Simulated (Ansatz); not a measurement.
ClH₄NbO₄ (SMILES [OH][Nb]([OH])([OH])([OH])[Cl])

Input file:

```
crystal:
  periodic: [false, false, false]
  atoms:
    - {symbol: O, position_ang: [-1.556127, -0.896031, -0.542798]}
    - {symbol: Nb, position_ang: [0.020319, -0.035487, 0.038823]}
    - {symbol: O, position_ang: [1.114305, -1.558326, -0.127094]}
    - {symbol: O, position_ang: [-0.571131, 0.222220, 1.807130]}
    - {symbol: O, position_ang: [1.452944, 1.188128, 0.159248]}
    - {symbol: Cl, position_ang: [-0.557619, 1.418804, -1.801348]}
    - {symbol: H, position_ang: [-2.158224, -0.702374, -1.263216]}
    - {symbol: H, position_ang: [2.070312, -1.511158, -0.039921]}
    - {symbol: H, position_ang: [-1.399742, -0.145484, 2.126457]}
    - {symbol: H, position_ang: [1.668163, 1.968510, -0.354280]}
basis:
  gaussian: {orbitals: def2-TZVPP}
hamiltonian: {xc: pbe0, dispersion: d4}
output: {orbitals: {seedname: orbitals}}
```

Command:

```sh
ansatz run in.yaml --threads 4 --pin off --events-out ev --progress --plain --max-ram 11315MiB
```

Geometry: PBE0-D4/def2-TZVP; core potentials replace the inner electrons of Nb.

Theory: Ansatz, RKS PBE0-D4/def2-TZVPP.

### Predict the electron density and electron localisation function between the atoms.

Nb–O (1.89 Å): the density is about 1.1 e/Å³ at the midpoint; the ELF peaks at about 0.85 in the valence shell of O, 0.5 Å from its nucleus, and drops to about 0.25 between the two atoms.
Nb–Cl (2.42 Å): the density is about 0.56 e/Å³ at the midpoint; the ELF peaks at about 0.85 in the valence shell of Cl, 0.8 Å from its nucleus, and is about 0.40 at the midpoint.
O–H (0.96 Å): the density is about 3.8 e/Å³ at the midpoint; the ELF climbs to about 1 towards the hydrogen, as it does in any bond to H (an ordinary covalent bond to hydrogen).

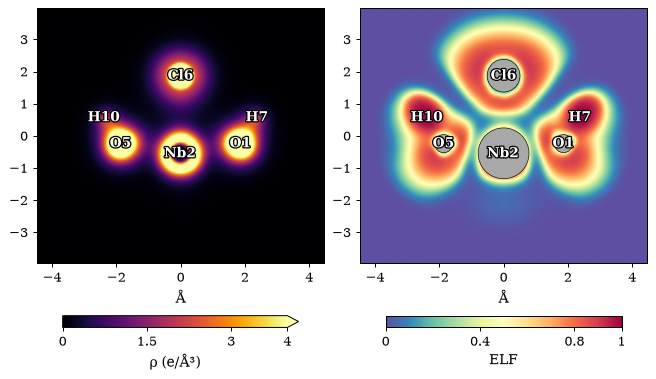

Computed electron density and electron localisation function on the plane of atoms O1, Nb2 and O5, in this order. Grey discs cover the atomic cores in the ELF map. 
